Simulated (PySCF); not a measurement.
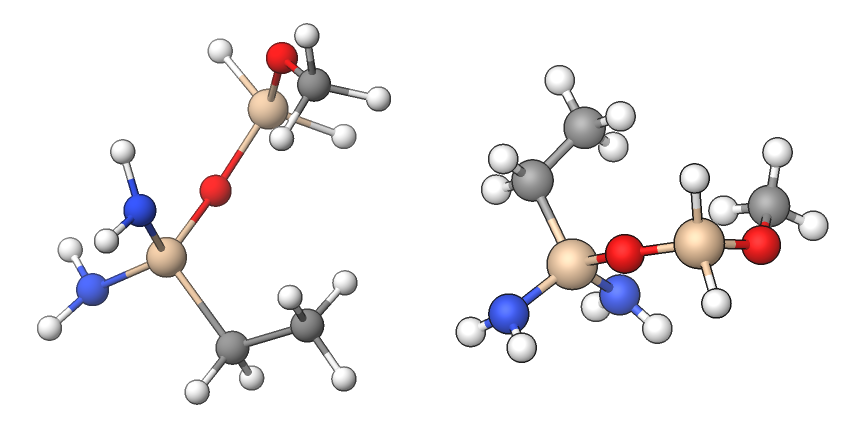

Two views of one molecule. Colours: carbon grey, silicon light orange, nitrogen blue, oxygen red, hydrogen white.

Computed geometry: GFN2-xTB optimisation. No frequency run is at hand to confirm it as a minimum.

> Give the formula.

C₃H₁₄N₂O₂Si₂, 23 atoms: 3 carbon, 14 hydrogen, 2 nitrogen, 2 oxygen and 2 silicon.

> Name functional groups in it.

Among them: Si–H bond, Si–O bond, Si–N bond.

> What is its SMILES?

CC[Si](N)(N)O[SiH2]OC

More results for the same structure follow; atom numbers are the same in all pictures, views and colours differ.

**Geometry**

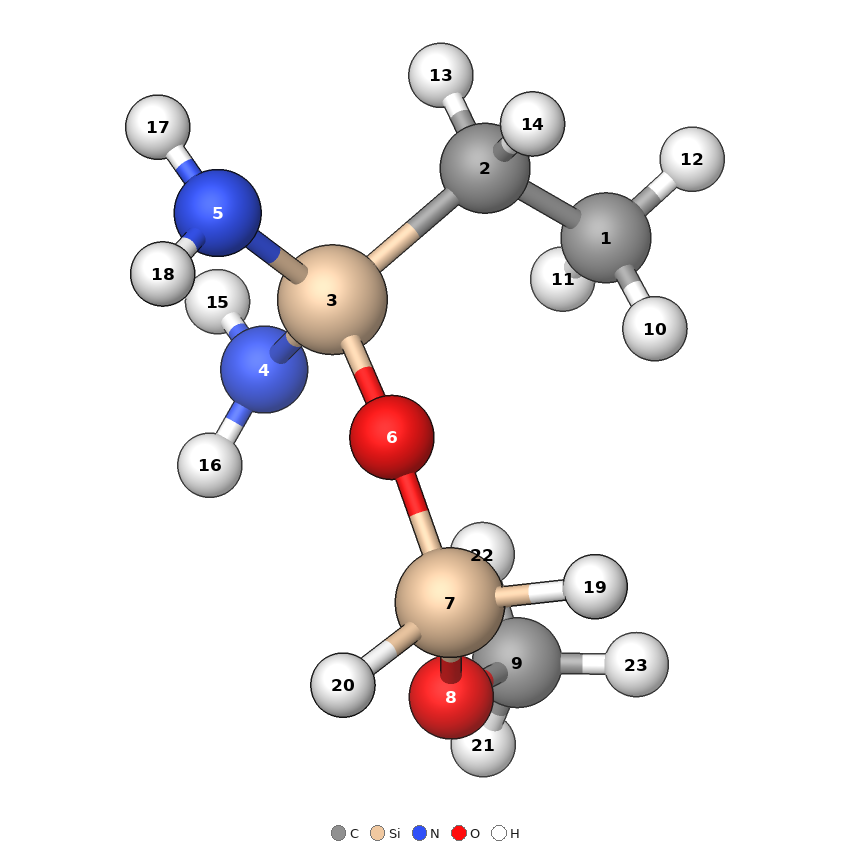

Atoms carry their numbers in the input. No frequency run is at hand to confirm it as a minimum.

What are the angles C1–C2–Si3, C2–C1–H10, C2–Si3–N4, C2–Si3–N5, Si3–N5–H17, N5–Si3–O6, O6–Si7–O8, O6–Si7–H19, O6–Si7–H20, Si7–O8–C9, O8–C9–H22, O8–C9–H23?

```
     angle  degrees
 C1–C2–Si3    113.5
 C2–C1–H10    110.5
 C2–Si3–N4    107.1
 C2–Si3–N5    108.0
Si3–N5–H17    119.9
 N5–Si3–O6    102.3
 O6–Si7–O8    113.6
O6–Si7–H19    104.7
O6–Si7–H20    109.0
 Si7–O8–C9    128.5
 O8–C9–H22    110.2
 O8–C9–H23    110.8
```

**Charges**

The questions are on Mulliken charges. No frequency run is at hand to confirm it as a minimum. Method: PBE0/pcSseg-1, gas phase (PySCF 2.14.0).

List the Mulliken charges.

```tsv
atom	value (e)
C1	−0.30
C2	−0.60
Si3	1.24
N4	−0.66
N5	−0.62
O6	−0.74
Si7	0.99
O8	−0.64
C9	−0.04
H10	0.11
H11	0.12
H12	0.11
H13	0.12
H14	0.14
H15	0.18
H16	0.20
H17	0.18
H18	0.19
H19	−0.16
H20	−0.16
H21	0.11
H22	0.12
H23	0.10
```

**Electronic properties**

No frequency run is at hand to confirm it as a minimum. Method: PBE0/pcSseg-1, gas phase (PySCF 2.14.0).

> What is the dipole moment?

2.51 D.

> What is the HOMO energy (Kohn–Sham orbital)?

−6.86 eV.

> What is the HOMO–LUMO gap?

7.73 eV.

**Bond orders**

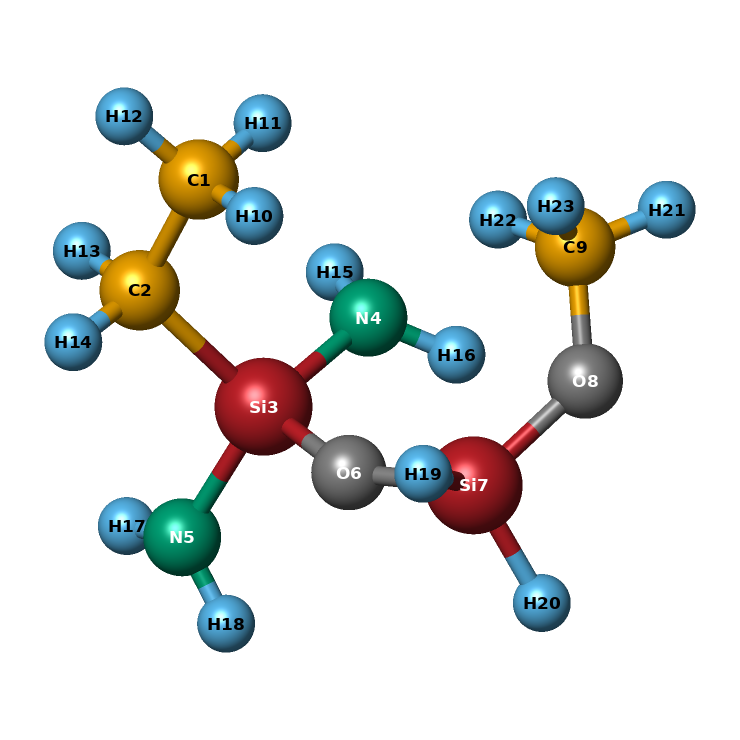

Every bond is drawn as one stick. No frequency run is at hand to confirm it as a minimum. Method: PBE0/pcSseg-1 (PySCF 2.14.0).

List the Mayer bond orders of C1–C2, C2–Si3, Si3–N4, Si3–N5, Si3–O6, O6–Si7, Si7–O8, O8–C9 (bonds between heavy atoms, one of each equivalent set).

| bond | Mayer order | length (Å) |
| --- | --- | --- |
| C1–C2 | 1.06 | 1.523 |
| C2–Si3 | 0.88 | 1.899 |
| Si3–N4 | 0.97 | 1.737 |
| Si3–N5 | 1.04 | 1.730 |
| Si3–O6 | 0.88 | 1.625 |
| O6–Si7 | 0.96 | 1.615 |
| Si7–O8 | 1.02 | 1.621 |
| O8–C9 | 0.89 | 1.399 |

**NMR shielding**

The questions are on isotropic NMR shieldings of the Si atoms. No frequency run is at hand to confirm it as a minimum. Method: GIAO PBE0/pcSseg-1 NMR shielding, non-relativistic, gas phase (PySCF 2.14.0).

List the isotropic NMR shieldings of the Si atoms.

```json
{"atom": "Si3", "σ (ppm)": "375.8"}
{"atom": "Si7", "σ (ppm)": "392.8"}
```

Mulliken values depend strongly on the basis set and can even reverse the polarity of a bond. The geometry is semi-empirical. Around Si such bond lengths and angles can be off by a tenth of an ångström or more and by several degrees, and values that hang on the shape move with them.
